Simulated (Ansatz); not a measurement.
Profile along the Ti–O line in BaTiO3 (cubic perovskite)

BaTiO$_{3}$ (cubic perovskite)

```cif
data_BaO3Ti
_chemical_formula_sum 'Ba1 Ti1 O3'
_space_group_name_H-M_alt 'P 1'
_space_group_IT_number 1
_cell_length_a 4.01924
_cell_length_b 4.01924
_cell_length_c 4.01924
_cell_angle_alpha 90.000
_cell_angle_beta 90.000
_cell_angle_gamma 90.000
loop_
_space_group_symop_operation_xyz
  'x, y, z'
loop_
_atom_site_label
_atom_site_type_symbol
_atom_site_fract_x
_atom_site_fract_y
_atom_site_fract_z
_atom_site_occupancy
Ba1 Ba 0.00000 0.00000 0.00000 1
Ti1 Ti 0.50000 0.50000 0.50000 1
O1 O 0.00000 0.50000 0.50000 1
O2 O 0.50000 0.50000 0.00000 1
O3 O 0.50000 0.00000 0.50000 1
```

Fields along a shortest Ti–O line of a {100} plane (2.01 Å), from Ti to O, interpolated on the slice's grid (step about 0.2 Å). Calculation: PBE (plane waves to 420 eV, PAW, scalar-relativistic; Ansatz, an electronic-structure program). k mesh 8×8×8. Inside the PAW spheres the values are not all-electron values, and peaks at nuclei hang on which shells count as valence. BaTiO3 is run without spin polarisation. BaTiO3 was relaxed with its symmetry unable to fall. This is a high-temperature form of BaTiO3.

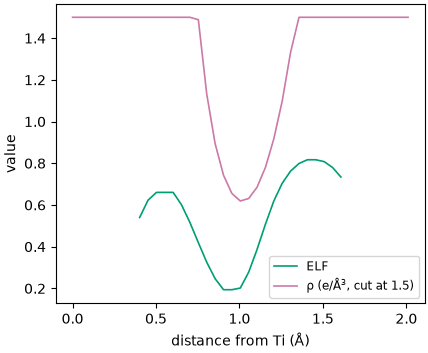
*ELF (away from the nuclei) and valence density from Ti to O.*

Density on the Ti–O line (2.01 Å) at its midpoint: 0.62 e/Å³. ELF at that point: 0.20.
